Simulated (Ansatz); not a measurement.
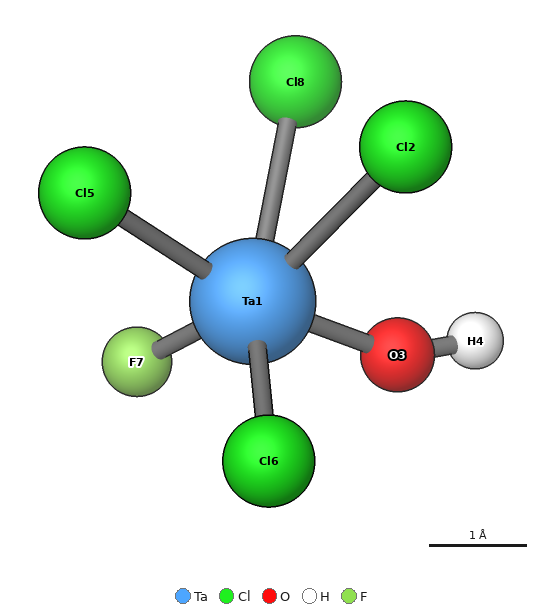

The starting structure (ball-and-stick view, seen at a tilt; atoms are numbered from 1 in the order of the input). Sticks mark near contacts. Bond lengths as drawn: Cl–Ta 2.30 to 2.59 Å, F–Ta 1.88 Å, H–O 0.97 Å and O–Ta 1.89 Å.

Nudged elastic band of TaHCl₄OF (part 1 of 2)

TaHCl₄OF, multiplicity 2, computed with UKS PBE/def2-SVP (Ansatz 0.2.0).

The run did not end well. It belongs to a series of runs on one base structure; here: band between the two ends.

### Input
```yaml
crystal:
  periodic: [false, false, false]
  atoms:
    - { symbol: Ta, position_ang: [0.312616, -0.068816, -0.057318] }
    - { symbol: Cl, position_ang: [2.357112, 1.448062, 0.142765] }
    - { symbol: O, position_ang: [0.403457, -0.241321, 1.819326] }
    - { symbol: H, position_ang: [0.862835, -0.38791, 2.663002] }
    - { symbol: Cl, position_ang: [0.653315, 0.009456, -2.379909] }
    - { symbol: Cl, position_ang: [-1.209398, 1.66099, -0.04748] }
    - { symbol: F, position_ang: [-0.680611, -1.649496, -0.242409] }
    - { symbol: Cl, position_ang: [2.625975, -1.220767, 0.009124] }
magnetization:
  spin_polarized: true
  initial_magnetization: 1
basis:
  gaussian: { orbitals: def2-SVP }
hamiltonian:
  xc: pbe
neb:
  order_check: false
  images: 7
  f_tol: 0.05
  max_iterations: 39
  optimiser: lbfgs
  climbing: immediate
  final_atoms:
    - { symbol: Ta, position_ang: [-0.02513525, -0.0375224, -0.24926917] }
    - { symbol: Cl, position_ang: [2.17600472, 1.13366808, -0.16017355] }
    - { symbol: O, position_ang: [0.66040744, -1.05321273, 1.12591815] }
    - { symbol: H, position_ang: [1.55983611, -0.87472621, 1.60986344] }
    - { symbol: Cl, position_ang: [0.48535595, -0.56544046, -2.44374168] }
    - { symbol: Cl, position_ang: [-1.06827218, 1.94207446, 0.30609679] }
    - { symbol: F, position_ang: [-1.64287905, -0.99669379, -0.31958069] }
    - { symbol: Cl, position_ang: [3.17998325, 0.00205105, 2.03798771] }
  initial_path:
    images:
      - { positions_ang: [[0.312616, -0.068816, -0.057318], [2.357112, 1.448062, 0.142765], [0.403457, -0.241321, 1.819326], [0.862835, -0.38791, 2.663002], [0.653315, 0.009456, -2.379909], [-1.209398, 1.66099, -0.04748], [-0.680611, -1.649496, -0.242409], [2.625975, -1.220767, 0.009124]] }
      - { positions_ang: [[0.23251462, -0.05092333, -0.03705721], [2.44529406, 1.07527545, 0.08703962], [0.32021963, -0.16246497, 1.87473094], [0.60084971, -0.49753126, 2.602322], [0.464104, -0.01403004, -2.39565082], [-1.20919856, 1.78597473, -0.03711002], [-0.75991399, -1.64989754, -0.1516445], [3.23143153, -0.93620504, -0.03552902]] }
      - { positions_ang: [[0.15241323, -0.03303065, -0.01679642], [2.53347612, 0.7024889, 0.03131425], [0.23698226, -0.08360895, 1.93013588], [0.33886442, -0.60715252, 2.54164201], [0.274893, -0.03751608, -2.41139264], [-1.20899913, 1.91095946, -0.02674003], [-0.83921698, -1.65029909, -0.06088], [3.83688807, -0.65164307, -0.08018204]] }
      - { positions_ang: [[0.07231185, -0.01513798, 0.00346437], [2.62165818, 0.32970235, -0.02441113], [0.1537449, -0.00475292, 1.98554082], [0.07687913, -0.71677378, 2.48096201], [0.085682, -0.06100212, -2.42713446], [-1.20879969, 2.03594419, -0.01637005], [-0.91851997, -1.65070063, 0.02988449], [4.4423446, -0.36708111, -0.12483506]] }
      - { positions_ang: [[-0.00778953, 0.0027547, 0.02372516], [2.70984024, -0.0430842, -0.0801365], [0.07050753, 0.0741031, 2.04094576], [-0.18510615, -0.82639505, 2.42028202], [-0.103529, -0.08448816, -2.44287628], [-1.20860026, 2.16092893, -0.00600007], [-0.99782296, -1.65110217, 0.12064899], [5.04780114, -0.08251914, -0.16948808]] }
      - { positions_ang: [[-0.01212596, -0.00731458, -0.04452342], [2.57638136, 0.25110387, -0.10014577], [0.21798251, -0.20772586, 1.81218886], [0.25112941, -0.83847784, 2.21767737], [0.04369224, -0.20472623, -2.44309263], [-1.17351824, 2.10621531, 0.07202415], [-1.15908698, -1.48750008, 0.01059157], [4.58084667, -0.06137659, 0.38238087]] }
      - { positions_ang: [[-0.01646239, -0.01738385, -0.11277201], [2.44292248, 0.54529194, -0.12015503], [0.36545748, -0.48955482, 1.58343196], [0.68736498, -0.85056063, 2.01507273], [0.19091347, -0.32496431, -2.44330898], [-1.13843622, 2.05150169, 0.15004836], [-1.320351, -1.32389798, -0.09946585], [4.11389219, -0.04023404, 0.93424981]] }
      - { positions_ang: [[-0.02079882, -0.02745313, -0.18102059], [2.3094636, 0.83948001, -0.14016429], [0.51293246, -0.77138377, 1.35467505], [1.12360055, -0.86264342, 1.81246809], [0.33813471, -0.44520238, -2.44352533], [-1.1033542, 1.99678808, 0.22807257], [-1.48161503, -1.16029589, -0.20952327], [3.64693772, -0.01909149, 1.48611876]] }
      - { positions_ang: [[-0.02513525, -0.0375224, -0.24926917], [2.17600472, 1.13366808, -0.16017355], [0.66040744, -1.05321273, 1.12591815], [1.55983611, -0.87472621, 1.60986344], [0.48535595, -0.56544046, -2.44374168], [-1.06827218, 1.94207446, 0.30609679], [-1.64287905, -0.99669379, -0.31958069], [3.17998325, 0.00205105, 2.03798771]] }
```

Launched with:
```bash
ansatz run input.yaml --threads 4 --pin off --max-ram 5120MiB --backend cpu --events-out ev --progress --plain --runs-dir out
```

### Output
```
Engine: ansatz 0.2.0, aarch64-unknown-linux-gnu
Functional definition: PBE
  parameter kappa = 0.804
  parameter beta = 0.06672455060314922
  exchange = pbe_x(kappa = kappa, mu = beta*pi^2/3)
  correlation = pbe_c(beta = beta)
1433 factors; their error is unknown
mean field evaluation 1: about -56378.0115 eV, gradient 4.9e1 eV
mean field evaluation 2: about -56170.4730 eV, gradient 2.1e2 eV
mean field evaluation 4: about -56384.8876 eV, gradient 2.0e1 eV
mean field evaluation 8: about -56386.6082 eV, gradient 7.1e-1 eV
mean field evaluation 16: about -56386.5287 eV, gradient 1.4e-3 eV
mean field evaluation 32: about -56384.6235 eV, gradient 3.3e0 eV
mean field -56386.52870968 eV, -2072.1667099188 hartree, gradient 2.7e-5 eV, S^2 0.752125; 6 other end points of the search recorded, 0 dependent functions left out
the calculation of the forces begins
reference -56386.52877498 eV, -2072.1667123185 hartree; 50, 49 occupied and 87, 88 virtual orbitals, 1433 factors
1433 factors; their error is unknown
mean field evaluation 64: about -56386.3932 eV, gradient 1.8e-3 eV
mean field -56386.39324643 eV, -2072.1617317361 hartree, gradient 2.2e-5 eV, S^2 0.751263; 3 other end points of the search recorded, 0 dependent functions left out
[... from here on the field's lines of each further geometry are left out, up to the last ...]
NEB iter   1: max|band force component| = 3.958e1 eV/Å  barrier→ = 8.4588 eV  barrier← = 8.3233 eV  CI = image 6  Δτ_max = 0.2000 Å  (1031 SCF iters)
NEB iter   2: max|band force component| = 1.269e1 eV/Å  barrier→ = 3.1648 eV  barrier← = 3.0293 eV  CI = image 6  Δτ_max = 0.0399 Å  (297 SCF iters)
NEB iter   3: max|band force component| = 7.789e0 eV/Å  barrier→ = 2.5914 eV  barrier← = 2.4559 eV  CI = image 2  Δτ_max = 0.1264 Å  (274 SCF iters)
NEB iter   4: max|band force component| = 4.957e0 eV/Å  barrier→ = 1.9315 eV  barrier← = 1.7960 eV  CI = image 4  Δτ_max = 0.1070 Å  (305 SCF iters)
NEB iter   5: max|band force component| = 5.108e0 eV/Å  barrier→ = 1.6930 eV  barrier← = 1.5575 eV  CI = image 4  Δτ_max = 0.0941 Å  (284 SCF iters)
NEB iter   6: max|band force component| = 2.381e0 eV/Å  barrier→ = 1.5050 eV  barrier← = 1.3696 eV  CI = image 4  Δτ_max = 0.0525 Å  (276 SCF iters)
NEB iter   7: max|band force component| = 2.588e0 eV/Å  barrier→ = 1.2862 eV  barrier← = 1.1508 eV  CI = image 4  Δτ_max = 0.0554 Å  (279 SCF iters)
NEB iter   8: max|band force component| = 2.309e0 eV/Å  barrier→ = 1.1972 eV  barrier← = 1.0618 eV  CI = image 4  Δτ_max = 0.0249 Å  (273 SCF iters)
NEB iter   9: max|band force component| = 1.932e0 eV/Å  barrier→ = 1.1337 eV  barrier← = 0.9982 eV  CI = image 4  Δτ_max = 0.1436 Å  (269 SCF iters)
NEB iter  10: max|band force component| = 1.177e0 eV/Å  barrier→ = 1.0539 eV  barrier← = 0.9184 eV  CI = image 4  Δτ_max = 0.0380 Å  (323 SCF iters)
NEB iter  11: max|band force component| = 1.962e0 eV/Å  barrier→ = 1.0121 eV  barrier← = 0.8767 eV  CI = image 4  Δτ_max = 0.0385 Å  (302 SCF iters)
NEB iter  12: max|band force component| = 1.379e0 eV/Å  barrier→ = 0.9967 eV  barrier← = 0.8613 eV  CI = image 4  Δτ_max = 0.0129 Å  (299 SCF iters)
NEB iter  13: max|band force component| = 3.989e-1 eV/Å  barrier→ = 0.9939 eV  barrier← = 0.8585 eV  CI = image 4  Δτ_max = 0.0051 Å  (289 SCF iters)
NEB iter  14: max|band force component| = 2.968e-1 eV/Å  barrier→ = 0.9882 eV  barrier← = 0.8528 eV  CI = image 4  Δτ_max = 0.0193 Å  (291 SCF iters)
NEB iter  15: max|band force component| = 5.113e-1 eV/Å  barrier→ = 0.9773 eV  barrier← = 0.8419 eV  CI = image 4  Δτ_max = 0.0082 Å  (298 SCF iters)
NEB iter  16: max|band force component| = 3.364e-1 eV/Å  barrier→ = 0.9752 eV  barrier← = 0.8397 eV  CI = image 4  Δτ_max = 0.0023 Å  (292 SCF iters)
NEB iter  17: max|band force component| = 2.538e-1 eV/Å  barrier→ = 0.9737 eV  barrier← = 0.8383 eV  CI = image 4  Δτ_max = 0.0424 Å  (297 SCF iters)
NEB iter  18: max|band force component| = 5.260e-1 eV/Å  barrier→ = 0.9590 eV  barrier← = 0.8235 eV  CI = image 4  Δτ_max = 0.0084 Å  (300 SCF iters)
NEB iter  19: max|band force component| = 3.298e-1 eV/Å  barrier→ = 0.9536 eV  barrier← = 0.8181 eV  CI = image 4  Δτ_max = 0.0032 Å  (294 SCF iters)
NEB iter  20: max|band force component| = 1.606e-1 eV/Å  barrier→ = 0.9516 eV  barrier← = 0.8162 eV  CI = image 4  Δτ_max = 0.0093 Å  (295 SCF iters)
NEB iter  21: max|band force component| = 1.856e-1 eV/Å  barrier→ = 0.9487 eV  barrier← = 0.8133 eV  CI = image 4  Δτ_max = 0.0030 Å  (298 SCF iters)
NEB iter  22: max|band force component| = 1.278e-1 eV/Å  barrier→ = 0.9474 eV  barrier← = 0.8119 eV  CI = image 4  Δτ_max = 0.0064 Å  (293 SCF iters)
NEB iter  23: max|band force component| = 1.738e-1 eV/Å  barrier→ = 0.9455 eV  barrier← = 0.8100 eV  CI = image 4  Δτ_max = 0.0028 Å  (298 SCF iters)
NEB iter  24: max|band force component| = 9.446e-2 eV/Å  barrier→ = 0.9443 eV  barrier← = 0.8088 eV  CI = image 4  Δτ_max = 0.0051 Å  (293 SCF iters)
NEB iter  25: max|band force component| = 1.620e-1 eV/Å  barrier→ = 0.9426 eV  barrier← = 0.8072 eV  CI = image 4  Δτ_max = 0.0027 Å  (296 SCF iters)
NEB iter  26: max|band force component| = 1.163e-1 eV/Å  barrier→ = 0.9417 eV  barrier← = 0.8062 eV  CI = image 4  Δτ_max = 0.0065 Å  (295 SCF iters)
NEB iter  27: max|band force component| = 1.912e-1 eV/Å  barrier→ = 0.9399 eV  barrier← = 0.8044 eV  CI = image 4  Δτ_max = 0.0031 Å  (300 SCF iters)
NEB iter  28: max|band force component| = 8.538e-2 eV/Å  barrier→ = 0.9390 eV  barrier← = 0.8035 eV  CI = image 4  Δτ_max = 0.0059 Å  (294 SCF iters)
NEB iter  29: max|band force component| = 1.446e-1 eV/Å  barrier→ = 0.9373 eV  barrier← = 0.8018 eV  CI = image 4  Δτ_max = 0.0024 Å  (298 SCF iters)
NEB iter  30: max|band force component| = 9.642e-2 eV/Å  barrier→ = 0.9366 eV  barrier← = 0.8011 eV  CI = image 4  Δτ_max = 0.0067 Å  (301 SCF iters)
NEB iter  31: max|band force component| = 1.758e-1 eV/Å  barrier→ = 0.9349 eV  barrier← = 0.7994 eV  CI = image 4  Δτ_max = 0.0029 Å  (307 SCF iters)
NEB iter  32: max|band force component| = 7.629e-2 eV/Å  barrier→ = 0.9342 eV  barrier← = 0.7987 eV  CI = image 4  Δτ_max = 0.0054 Å  (292 SCF iters)
NEB iter  33: max|band force component| = 1.398e-1 eV/Å  barrier→ = 0.9329 eV  barrier← = 0.7975 eV  CI = image 4  Δτ_max = 0.0023 Å  (301 SCF iters)
NEB iter  34: max|band force component| = 8.541e-2 eV/Å  barrier→ = 0.9324 eV  barrier← = 0.7969 eV  CI = image 4  Δτ_max = 0.0056 Å  (303 SCF iters)
NEB iter  35: max|band force component| = 1.651e-1 eV/Å  barrier→ = 0.9312 eV  barrier← = 0.7957 eV  CI = image 4  Δτ_max = 0.0027 Å  (306 SCF iters)
NEB iter  36: max|band force component| = 7.293e-2 eV/Å  barrier→ = 0.9306 eV  barrier← = 0.7952 eV  CI = image 4  Δτ_max = 0.0053 Å  (296 SCF iters)
NEB iter  37: max|band force component| = 1.296e-1 eV/Å  barrier→ = 0.9296 eV  barrier← = 0.7942 eV  CI = image 4  Δτ_max = 0.0022 Å  (302 SCF iters)
NEB iter  38: max|band force component| = 7.587e-2 eV/Å  barrier→ = 0.9292 eV  barrier← = 0.7937 eV  CI = image 4  Δτ_max = 0.0057 Å  (302 SCF iters)
the calculation of the forces begins
reference -56385.83310560 eV, -2072.1411469405 hartree; 50, 49 occupied and 87, 88 virtual orbitals, 1433 factors
these checks for a lower state are left out or cut short: starts, cluster_reference, orbital_swaps, neighbouring_geometries, increment
1433 factors; their error is unknown
mean field -56386.15012239 eV, -2072.1527970927 hartree, gradient 1.4e-5 eV, S^2 0.751281; 0 other end points of the search recorded, 0 dependent functions left out
the calculation of the forces begins
reference -56386.15018416 eV, -2072.1527993625 hartree; 50, 49 occupied and 87, 88 virtual orbitals, 1433 factors
NEB iter  39: max|band force component| = 1.592e-1 eV/Å  barrier→ = 0.9282 eV  barrier← = 0.7927 eV  CI = image 4  Δτ_max = 0.0026 Å  (308 SCF iters)
```

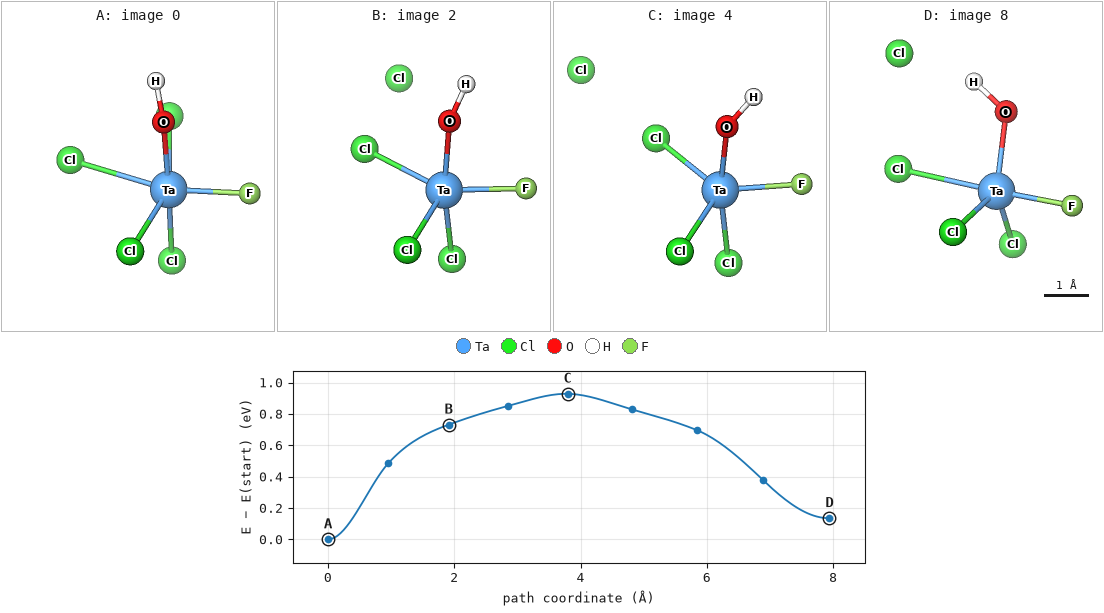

Images of the last band (counted from 0; ball-and-stick, seen at a tilt) above the energy along the path; the line is a cubic interpolation that uses the forces. The highest image is number 4, 0.928 eV above the start and 0.793 eV above the end (the climbing image); the end lies 0.135 eV above the start. The path is 7.94 Å long. The band had not converged after 39 iterations.
